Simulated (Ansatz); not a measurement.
Run report: GaNH$_{4}$, molecular dynamics (part 1 of 4)

The run: molecular dynamics of GaNH$_{4}$. Method and program: RKS BHLYP/def2-SVP (Ansatz 0.2.0).

It belongs to a series of runs on one base structure; here: dynamics from the highest image of the converged band. Figures and captions count atoms from 1; the log counts them from 0 in places.

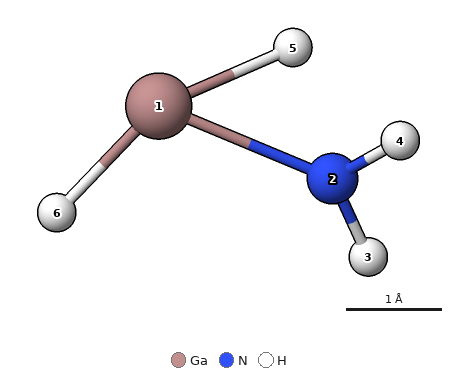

The starting structure (ball-and-stick view, seen on its broad side; atoms are numbered from 1 in the order of the input). Sticks mark near contacts. Bond lengths as drawn: Ga–H 1.58 to 1.66 Å, Ga–N 1.99 Å and H–N 1.01 to 1.02 Å.

Summary

| quantity | value |
| --- | --- |
| outcome | finished |
| mean temperature over the second half | 3167 K |
| trajectory | 200 steps, 100 fs |
| ensemble | nve |
| temperature in the input | 300.0 K |
| time step | 0.5 fs |
| potential energy (last step) | −53922.5257 eV |
| mean-field energy (last step) | −53922.5257 eV |
| largest force (length of the vector) (last step) | 2.583 eV/Å |
| hardware | 1 thread of Arm Neoverse V2, 24 GiB of memory available, shared host |
| wall time | 5.4 min |
| peak memory | 0.12 GiB |

Notes

So short a trajectory is not equilibrated.

The input
```yaml
crystal:
  periodic: [false, false, false]
  atoms:
    - { symbol: Ga, position_ang: [0.364406, 0.386707, -0.278626] }
    - { symbol: "N", position_ang: [1.059161, -0.046728, 1.535067] }
    - { symbol: H, position_ang: [0.711965, -0.617734, 2.304232] }
    - { symbol: H, position_ang: [1.845128, 0.502403, 1.857625] }
    - { symbol: H, position_ang: [1.774067, -0.314847, 0.237549] }
    - { symbol: H, position_ang: [-1.191328, 0.090198, -0.333147] }
basis:
  gaussian: { orbitals: def2-SVP }
hamiltonian:
  xc: { name: BHLYP }
md:
  timestep: 0.5
  n_steps: 200
  ensemble: nve
  temperature: 300.0
  initial_velocities: maxwell_boltzmann
  seed: 6861
```

Run as:
```bash
ansatz run input.yaml --threads 1 --pin off --max-ram 2048MiB --backend cpu --events-out ev --progress --plain --runs-dir out
```

Output
```
Engine: ansatz 0.2.0, aarch64-unknown-linux-gnu
Functional definition: BHLYP
  parameter a = 0.5
  exchange = (1 - a)*b88_x + a*exact_x
  correlation = lyp_c
718 factors; integrals over basis functions are off by at most 3.5e-4 eV
mean field evaluation 1: about -53915.2870 eV, gradient 4.9e1 eV
mean field evaluation 2: about -53902.4407 eV, gradient 8.3e1 eV
mean field evaluation 4: about -53920.6610 eV, gradient 1.9e0 eV
mean field evaluation 8: about -53920.6894 eV, gradient 1.9e-1 eV
mean field evaluation 16: about -53920.6895 eV, gradient 7.9e-5 eV
mean field -53920.68951269 eV, -1981.5487908352 hartree, gradient 1.3e-5 eV, S^2 0.000000; 0 other end points of the search recorded, 0 dependent functions left out
the calculation of the forces begins
reference -53920.68965858 eV, -1981.5487961967 hartree; 21, 21 occupied and 45, 45 virtual orbitals, 718 factors
md step     0: t =     0.00 fs  T =   300.0 K  F+E_penalty+E_count = -53920.68951269 eV  E_kin = 0.155112 eV  conserved = -53920.53440069 eV  (28 SCF iters)
these checks for a lower state are left out or cut short: starts, cluster_reference, orbital_swaps, neighbouring_geometries, increment
718 factors; integrals over basis functions are off by at most 3.5e-4 eV
mean field -53920.68542334 eV, -1981.5486405543 hartree, gradient 1.4e-5 eV, S^2 0.000000; 0 other end points of the search recorded, 0 dependent functions left out
the calculation of the forces begins
reference -53920.68556918 eV, -1981.5486459140 hartree; 21, 21 occupied and 45, 45 virtual orbitals, 718 factors
md step     1: t =     0.50 fs  T =   292.3 K  F+E_penalty+E_count = -53920.68542334 eV  E_kin = 0.151115 eV  conserved = -53920.53430866 eV  (33 SCF iters)
[... from here on the SCF iterations and repeated set-up lines of each step are left out, up to the last step ...]
md step     2: t =     1.00 fs  T =   271.7 K  F+E_penalty+E_count = -53920.67455462 eV  E_kin = 0.140469 eV  conserved = -53920.53408532 eV  (32 SCF iters)
md step     3: t =     1.50 fs  T =   244.8 K  F+E_penalty+E_count = -53920.66039464 eV  E_kin = 0.126574 eV  conserved = -53920.53382082 eV  (33 SCF iters)
md step     4: t =     2.00 fs  T =   219.6 K  F+E_penalty+E_count = -53920.64711592 eV  E_kin = 0.113516 eV  conserved = -53920.53359944 eV  (27 SCF iters)
md step     5: t =     2.50 fs  T =   202.6 K  F+E_penalty+E_count = -53920.63822129 eV  E_kin = 0.104740 eV  conserved = -53920.53348175 eV  (27 SCF iters)
md step     6: t =     3.00 fs  T =   197.5 K  F+E_penalty+E_count = -53920.63559108 eV  E_kin = 0.102102 eV  conserved = -53920.53348908 eV  (26 SCF iters)
md step     7: t =     3.50 fs  T =   204.1 K  F+E_penalty+E_count = -53920.63912424 eV  E_kin = 0.105519 eV  conserved = -53920.53360512 eV  (26 SCF iters)
md step     8: t =     4.00 fs  T =   219.0 K  F+E_penalty+E_count = -53920.64701332 eV  E_kin = 0.113238 eV  conserved = -53920.53377520 eV  (26 SCF iters)
md step     9: t =     4.50 fs  T =   237.4 K  F+E_penalty+E_count = -53920.65663672 eV  E_kin = 0.122722 eV  conserved = -53920.53391491 eV  (26 SCF iters)
md step    10: t =     5.00 fs  T =   255.2 K  F+E_penalty+E_count = -53920.66590200 eV  E_kin = 0.131967 eV  conserved = -53920.53393510 eV  (31 SCF iters)
md step    11: t =     5.50 fs  T =   272.4 K  F+E_penalty+E_count = -53920.67462522 eV  E_kin = 0.140841 eV  conserved = -53920.53378417 eV  (31 SCF iters)
md step    12: t =     6.00 fs  T =   293.6 K  F+E_penalty+E_count = -53920.68528137 eV  E_kin = 0.151788 eV  conserved = -53920.53349307 eV  (31 SCF iters)
md step    13: t =     6.50 fs  T =   327.4 K  F+E_penalty+E_count = -53920.70248033 eV  E_kin = 0.169298 eV  conserved = -53920.53318253 eV  (31 SCF iters)
md step    14: t =     7.00 fs  T =   383.1 K  F+E_penalty+E_count = -53920.73110562 eV  E_kin = 0.198100 eV  conserved = -53920.53300582 eV  (31 SCF iters)
md step    15: t =     7.50 fs  T =   466.0 K  F+E_penalty+E_count = -53920.77401239 eV  E_kin = 0.240963 eV  conserved = -53920.53304950 eV  (31 SCF iters)
md step    16: t =     8.00 fs  T =   575.3 K  F+E_penalty+E_count = -53920.83074658 eV  E_kin = 0.297475 eV  conserved = -53920.53327204 eV  (31 SCF iters)
md step    17: t =     8.50 fs  T =   705.3 K  F+E_penalty+E_count = -53920.89818131 eV  E_kin = 0.364647 eV  conserved = -53920.53353463 eV  (30 SCF iters)
md step    18: t =     9.00 fs  T =   848.9 K  F+E_penalty+E_count = -53920.97261541 eV  E_kin = 0.438918 eV  conserved = -53920.53369741 eV  (29 SCF iters)
md step    19: t =     9.50 fs  T =  1002.3 K  F+E_penalty+E_count = -53921.05192865 eV  E_kin = 0.518231 eV  conserved = -53920.53369758 eV  (30 SCF iters)
md step    20: t =    10.00 fs  T =  1166.3 K  F+E_penalty+E_count = -53921.13659522 eV  E_kin = 0.603029 eV  conserved = -53920.53356585 eV  (30 SCF iters)
md step    21: t =    10.50 fs  T =  1345.9 K  F+E_penalty+E_count = -53921.22926573 eV  E_kin = 0.695873 eV  conserved = -53920.53339235 eV  (30 SCF iters)
md step    22: t =    11.00 fs  T =  1547.5 K  F+E_penalty+E_count = -53921.33339847 eV  E_kin = 0.800124 eV  conserved = -53920.53327486 eV  (30 SCF iters)
md step    23: t =    11.50 fs  T =  1776.2 K  F+E_penalty+E_count = -53921.45167604 eV  E_kin = 0.918384 eV  conserved = -53920.53329158 eV  (31 SCF iters)
md step    24: t =    12.00 fs  T =  2033.2 K  F+E_penalty+E_count = -53921.58474136 eV  E_kin = 1.051263 eV  conserved = -53920.53347880 eV  (31 SCF iters)
md step    25: t =    12.50 fs  T =  2314.6 K  F+E_penalty+E_count = -53921.73057567 eV  E_kin = 1.196750 eV  conserved = -53920.53382591 eV  (31 SCF iters)
md step    26: t =    13.00 fs  T =  2611.7 K  F+E_penalty+E_count = -53921.88463238 eV  E_kin = 1.350357 eV  conserved = -53920.53427587 eV  (31 SCF iters)
md step    27: t =    13.50 fs  T =  2912.7 K  F+E_penalty+E_count = -53922.04071962 eV  E_kin = 1.505986 eV  conserved = -53920.53473330 eV  (31 SCF iters)
md step    28: t =    14.00 fs  T =  3205.5 K  F+E_penalty+E_count = -53922.19247999 eV  E_kin = 1.657392 eV  conserved = -53920.53508783 eV  (31 SCF iters)
md step    29: t =    14.50 fs  T =  3481.0 K  F+E_penalty+E_count = -53922.33508355 eV  E_kin = 1.799827 eV  conserved = -53920.53525609 eV  (31 SCF iters)
md step    30: t =    15.00 fs  T =  3735.2 K  F+E_penalty+E_count = -53922.46647641 eV  E_kin = 1.931245 eV  conserved = -53920.53523097 eV  (29 SCF iters)
md step    31: t =    15.50 fs  T =  3969.4 K  F+E_penalty+E_count = -53922.58744038 eV  E_kin = 2.052332 eV  conserved = -53920.53510867 eV  (30 SCF iters)
md step    32: t =    16.00 fs  T =  4187.5 K  F+E_penalty+E_count = -53922.70013263 eV  E_kin = 2.165086 eV  conserved = -53920.53504698 eV  (28 SCF iters)
md step    33: t =    16.50 fs  T =  4391.5 K  F+E_penalty+E_count = -53922.80575751 eV  E_kin = 2.270593 eV  conserved = -53920.53516490 eV  (28 SCF iters)
md step    34: t =    17.00 fs  T =  4578.7 K  F+E_penalty+E_count = -53922.90283609 eV  E_kin = 2.367378 eV  conserved = -53920.53545789 eV  (28 SCF iters)
md step    35: t =    17.50 fs  T =  4741.4 K  F+E_penalty+E_count = -53922.98730732 eV  E_kin = 2.451508 eV  conserved = -53920.53579975 eV  (28 SCF iters)
md step    36: t =    18.00 fs  T =  4870.8 K  F+E_penalty+E_count = -53923.05441076 eV  E_kin = 2.518377 eV  conserved = -53920.53603369 eV  (28 SCF iters)
md step    37: t =    18.50 fs  T =  4960.9 K  F+E_penalty+E_count = -53923.10104383 eV  E_kin = 2.564977 eV  conserved = -53920.53606649 eV  (28 SCF iters)
md step    38: t =    19.00 fs  T =  5011.7 K  F+E_penalty+E_count = -53923.12717430 eV  E_kin = 2.591268 eV  conserved = -53920.53590648 eV  (24 SCF iters)
md step    39: t =    19.50 fs  T =  5028.8 K  F+E_penalty+E_count = -53923.13572352 eV  E_kin = 2.600086 eV  conserved = -53920.53563787 eV  (24 SCF iters)
md step    40: t =    20.00 fs  T =  5020.7 K  F+E_penalty+E_count = -53923.13127951 eV  E_kin = 2.595914 eV  conserved = -53920.53536595 eV  (24 SCF iters)
md step    41: t =    20.50 fs  T =  4996.2 K  F+E_penalty+E_count = -53923.11841603 eV  E_kin = 2.583235 eV  conserved = -53920.53518105 eV  (24 SCF iters)
md step    42: t =    21.00 fs  T =  4961.2 K  F+E_penalty+E_count = -53923.10025249 eV  E_kin = 2.565120 eV  conserved = -53920.53513293 eV  (24 SCF iters)
md step    43: t =    21.50 fs  T =  4917.2 K  F+E_penalty+E_count = -53923.07762626 eV  E_kin = 2.542399 eV  conserved = -53920.53522747 eV  (24 SCF iters)
md step    44: t =    22.00 fs  T =  4861.5 K  F+E_penalty+E_count = -53923.04899893 eV  E_kin = 2.513577 eV  conserved = -53920.53542236 eV  (24 SCF iters)
md step    45: t =    22.50 fs  T =  4787.8 K  F+E_penalty+E_count = -53923.01112491 eV  E_kin = 2.475487 eV  conserved = -53920.53563819 eV  (24 SCF iters)
md step    46: t =    23.00 fs  T =  4689.3 K  F+E_penalty+E_count = -53922.96034624 eV  E_kin = 2.424577 eV  conserved = -53920.53576890 eV  (24 SCF iters)
md step    47: t =    23.50 fs  T =  4561.6 K  F+E_penalty+E_count = -53922.89425825 eV  E_kin = 2.358534 eV  conserved = -53920.53572426 eV  (24 SCF iters)
md step    48: t =    24.00 fs  T =  4405.2 K  F+E_penalty+E_count = -53922.81313049 eV  E_kin = 2.277652 eV  conserved = -53920.53547847 eV  (24 SCF iters)
md step    49: t =    24.50 fs  T =  4226.4 K  F+E_penalty+E_count = -53922.72031297 eV  E_kin = 2.185207 eV  conserved = -53920.53510595 eV  (24 SCF iters)
md step    50: t =    25.00 fs  T =  4035.2 K  F+E_penalty+E_count = -53922.62112063 eV  E_kin = 2.086353 eV  conserved = -53920.53476785 eV  (24 SCF iters)
md step    51: t =    25.50 fs  T =  3840.9 K  F+E_penalty+E_count = -53922.52048928 eV  E_kin = 1.985877 eV  conserved = -53920.53461245 eV  (24 SCF iters)
md step    52: t =    26.00 fs  T =  3647.9 K  F+E_penalty+E_count = -53922.42078161 eV  E_kin = 1.886102 eV  conserved = -53920.53468002 eV  (24 SCF iters)
md step    53: t =    26.50 fs  T =  3454.9 K  F+E_penalty+E_count = -53922.32121088 eV  E_kin = 1.786340 eV  conserved = -53920.53487088 eV  (23 SCF iters)
md step    54: t =    27.00 fs  T =  3257.6 K  F+E_penalty+E_count = -53922.21930170 eV  E_kin = 1.684287 eV  conserved = -53920.53501461 eV  (24 SCF iters)
md step    55: t =    27.50 fs  T =  3052.7 K  F+E_penalty+E_count = -53922.11337174 eV  E_kin = 1.578389 eV  conserved = -53920.53498320 eV  (24 SCF iters)
md step    56: t =    28.00 fs  T =  2842.5 K  F+E_penalty+E_count = -53922.00442738 eV  E_kin = 1.469679 eV  conserved = -53920.53474864 eV  (24 SCF iters)
md step    57: t =    28.50 fs  T =  2634.6 K  F+E_penalty+E_count = -53921.89655892 eV  E_kin = 1.362182 eV  conserved = -53920.53437651 eV  (25 SCF iters)
md step    58: t =    29.00 fs  T =  2440.7 K  F+E_penalty+E_count = -53921.79592431 eV  E_kin = 1.261947 eV  conserved = -53920.53397726 eV  (25 SCF iters)
md step    59: t =    29.50 fs  T =  2273.2 K  F+E_penalty+E_count = -53921.70901394 eV  E_kin = 1.175355 eV  conserved = -53920.53365914 eV  (25 SCF iters)
md step    60: t =    30.00 fs  T =  2141.9 K  F+E_penalty+E_count = -53921.64092841 eV  E_kin = 1.107430 eV  conserved = -53920.53349868 eV  (25 SCF iters)
md step    61: t =    30.50 fs  T =  2051.3 K  F+E_penalty+E_count = -53921.59415184 eV  E_kin = 1.060623 eV  conserved = -53920.53352837 eV  (25 SCF iters)
md step    62: t =    31.00 fs  T =  2000.5 K  F+E_penalty+E_count = -53921.56806348 eV  E_kin = 1.034336 eV  conserved = -53920.53372735 eV  (25 SCF iters)
md step    63: t =    31.50 fs  T =  1983.0 K  F+E_penalty+E_count = -53921.55930727 eV  E_kin = 1.025286 eV  conserved = -53920.53402134 eV  (26 SCF iters)
md step    64: t =    32.00 fs  T =  1989.6 K  F+E_penalty+E_count = -53921.56300832 eV  E_kin = 1.028712 eV  conserved = -53920.53429647 eV  (25 SCF iters)
md step    65: t =    32.50 fs  T =  2011.8 K  F+E_penalty+E_count = -53921.57461540 eV  E_kin = 1.040183 eV  conserved = -53920.53443212 eV  (25 SCF iters)
md step    66: t =    33.00 fs  T =  2045.2 K  F+E_penalty+E_count = -53921.59179517 eV  E_kin = 1.057437 eV  conserved = -53920.53435864 eV  (25 SCF iters)
md step    67: t =    33.50 fs  T =  2091.4 K  F+E_penalty+E_count = -53921.61545864 eV  E_kin = 1.081340 eV  conserved = -53920.53411889 eV  (25 SCF iters)
md step    68: t =    34.00 fs  T =  2156.9 K  F+E_penalty+E_count = -53921.64908311 eV  E_kin = 1.115218 eV  conserved = -53920.53386548 eV  (24 SCF iters)
md step    69: t =    34.50 fs  T =  2248.6 K  F+E_penalty+E_count = -53921.69638169 eV  E_kin = 1.162603 eV  conserved = -53920.53377919 eV  (25 SCF iters)
md step    70: t =    35.00 fs  T =  2368.5 K  F+E_penalty+E_count = -53921.75857299 eV  E_kin = 1.224620 eV  conserved = -53920.53395270 eV  (25 SCF iters)
md step    71: t =    35.50 fs  T =  2511.7 K  F+E_penalty+E_count = -53921.83297697 eV  E_kin = 1.298638 eV  conserved = -53920.53433899 eV  (25 SCF iters)
md step    72: t =    36.00 fs  T =  2666.9 K  F+E_penalty+E_count = -53921.91370254 eV  E_kin = 1.378907 eV  conserved = -53920.53479601 eV  (25 SCF iters)
md step    73: t =    36.50 fs  T =  2820.8 K  F+E_penalty+E_count = -53921.99369394 eV  E_kin = 1.458491 eV  conserved = -53920.53520339 eV  (24 SCF iters)
md step    74: t =    37.00 fs  T =  2961.4 K  F+E_penalty+E_count = -53922.06664647 eV  E_kin = 1.531139 eV  conserved = -53920.53550705 eV  (24 SCF iters)
md step    75: t =    37.50 fs  T =  3079.6 K  F+E_penalty+E_count = -53922.12796100 eV  E_kin = 1.592265 eV  conserved = -53920.53569636 eV  (25 SCF iters)
md step    76: t =    38.00 fs  T =  3170.0 K  F+E_penalty+E_count = -53922.17481905 eV  E_kin = 1.639019 eV  conserved = -53920.53579986 eV  (25 SCF iters)
md step    77: t =    38.50 fs  T =  3229.7 K  F+E_penalty+E_count = -53922.20572967 eV  E_kin = 1.669879 eV  conserved = -53920.53585063 eV  (25 SCF iters)
md step    78: t =    39.00 fs  T =  3257.1 K  F+E_penalty+E_count = -53922.21995245 eV  E_kin = 1.684074 eV  conserved = -53920.53587871 eV  (25 SCF iters)
md step    79: t =    39.50 fs  T =  3251.4 K  F+E_penalty+E_count = -53922.21699405 eV  E_kin = 1.681093 eV  conserved = -53920.53590064 eV  (25 SCF iters)
md step    80: t =    40.00 fs  T =  3211.4 K  F+E_penalty+E_count = -53922.19635070 eV  E_kin = 1.660439 eV  conserved = -53920.53591176 eV  (25 SCF iters)
md step    81: t =    40.50 fs  T =  3136.7 K  F+E_penalty+E_count = -53922.15765468 eV  E_kin = 1.621782 eV  conserved = -53920.53587284 eV  (25 SCF iters)
md step    82: t =    41.00 fs  T =  3028.1 K  F+E_penalty+E_count = -53922.10134954 eV  E_kin = 1.565629 eV  conserved = -53920.53572035 eV  (25 SCF iters)
md step    83: t =    41.50 fs  T =  2890.1 K  F+E_penalty+E_count = -53922.02970471 eV  E_kin = 1.494305 eV  conserved = -53920.53539936 eV  (25 SCF iters)
md step    84: t =    42.00 fs  T =  2732.4 K  F+E_penalty+E_count = -53921.94764942 eV  E_kin = 1.412736 eV  conserved = -53920.53491301 eV  (25 SCF iters)
md step    85: t =    42.50 fs  T =  2569.1 K  F+E_penalty+E_count = -53921.86268245 eV  E_kin = 1.328330 eV  conserved = -53920.53435242 eV  (26 SCF iters)
md step    86: t =    43.00 fs  T =  2416.7 K  F+E_penalty+E_count = -53921.78342374 eV  E_kin = 1.249549 eV  conserved = -53920.53387425 eV  (26 SCF iters)
md step    87: t =    43.50 fs  T =  2289.2 K  F+E_penalty+E_count = -53921.71721695 eV  E_kin = 1.183602 eV  conserved = -53920.53361457 eV  (25 SCF iters)
md step    88: t =    44.00 fs  T =  2194.1 K  F+E_penalty+E_count = -53921.66806162 eV  E_kin = 1.134458 eV  conserved = -53920.53360393 eV  (26 SCF iters)
md step    89: t =    44.50 fs  T =  2132.1 K  F+E_penalty+E_count = -53921.63613715 eV  E_kin = 1.102384 eV  conserved = -53920.53375353 eV  (26 SCF iters)
md step    90: t =    45.00 fs  T =  2098.9 K  F+E_penalty+E_count = -53921.61912837 eV  E_kin = 1.085207 eV  conserved = -53920.53392120 eV  (25 SCF iters)
md step    91: t =    45.50 fs  T =  2089.6 K  F+E_penalty+E_count = -53921.61438443 eV  E_kin = 1.080385 eV  conserved = -53920.53399939 eV  (25 SCF iters)
md step    92: t =    46.00 fs  T =  2101.6 K  F+E_penalty+E_count = -53921.62059288 eV  E_kin = 1.086628 eV  conserved = -53920.53396446 eV  (25 SCF iters)
md step    93: t =    46.50 fs  T =  2135.9 K  F+E_penalty+E_count = -53921.63819665 eV  E_kin = 1.104326 eV  conserved = -53920.53387017 eV  (25 SCF iters)
md step    94: t =    47.00 fs  T =  2194.8 K  F+E_penalty+E_count = -53921.66860757 eV  E_kin = 1.134796 eV  conserved = -53920.53381110 eV  (31 SCF iters)
md step    95: t =    47.50 fs  T =  2280.1 K  F+E_penalty+E_count = -53921.71278067 eV  E_kin = 1.178907 eV  conserved = -53920.53387396 eV  (31 SCF iters)
md step    96: t =    48.00 fs  T =  2390.0 K  F+E_penalty+E_count = -53921.76983856 eV  E_kin = 1.235725 eV  conserved = -53920.53411342 eV  (31 SCF iters)
md step    97: t =    48.50 fs  T =  2517.6 K  F+E_penalty+E_count = -53921.83623122 eV  E_kin = 1.301703 eV  conserved = -53920.53452797 eV  (31 SCF iters)
md step    98: t =    49.00 fs  T =  2651.1 K  F+E_penalty+E_count = -53921.90576271 eV  E_kin = 1.370708 eV  conserved = -53920.53505467 eV  (28 SCF iters)
md step    99: t =    49.50 fs  T =  2775.5 K  F+E_penalty+E_count = -53921.97059856 eV  E_kin = 1.435032 eV  conserved = -53920.53556695 eV  (31 SCF iters)
md step   100: t =    50.00 fs  T =  2876.5 K  F+E_penalty+E_count = -53922.02319296 eV  E_kin = 1.487290 eV  conserved = -53920.53590281 eV  (30 SCF iters)
md step   101: t =    50.50 fs  T =  2945.2 K  F+E_penalty+E_count = -53922.05871747 eV  E_kin = 1.522799 eV  conserved = -53920.53591820 eV  (31 SCF iters)
md step   102: t =    51.00 fs  T =  2981.6 K  F+E_penalty+E_count = -53922.07717497 eV  E_kin = 1.541622 eV  conserved = -53920.53555347 eV  (31 SCF iters)
md step   103: t =    51.50 fs  T =  2996.4 K  F+E_penalty+E_count = -53922.08416433 eV  E_kin = 1.549270 eV  conserved = -53920.53489415 eV  (31 SCF iters)
md step   104: t =    52.00 fs  T =  3008.2 K  F+E_penalty+E_count = -53922.08952168 eV  E_kin = 1.555365 eV  conserved = -53920.53415689 eV  (31 SCF iters)
md step   105: t =    52.50 fs  T =  3037.4 K  F+E_penalty+E_count = -53922.10407157 eV  E_kin = 1.570468 eV  conserved = -53920.53360393 eV  (30 SCF iters)
```
